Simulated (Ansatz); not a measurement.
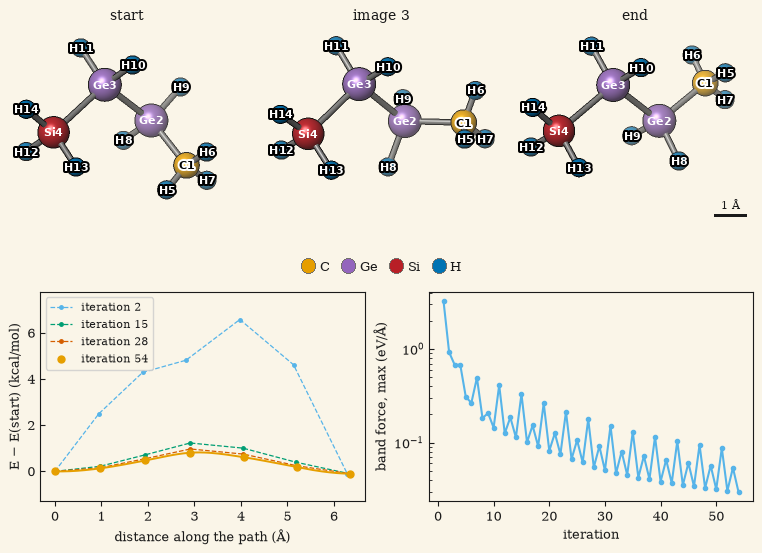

A nudged-elastic-band calculation for CH$_{10}$Ge$_{2}$Si. Images are numbered from 0 (start) to 6 (end). The plot follows the band through its iterations. A ball-and-stick model, seen at a tilt.

Method: Ansatz, RHF/def2-mTZVP. Set-up: 5 movable images; climbing image from the first iteration; force threshold 0.03 eV/Å; iteration limit 60; optimiser L-BFGS; starting path through a guess of the saddle point.

How did the profile develop, and is the result final?

Answer. The run is converged, with reservations. The band converged in 54 iterations. The largest component of the band force went from 3.2 to 0.03 eV/Å. The climbing image converged on the top of the path. Its curvatures weren't checked. The first iteration put the highest image at 14.51 kcal/mol. The highest point, image 3, lies 0.81 kcal/mol above the start and 0.91 kcal/mol above the end; the end is at −0.10 kcal/mol relative to the start.

Limits of the set-up: Hartree-Fock leaves out electron correlation.
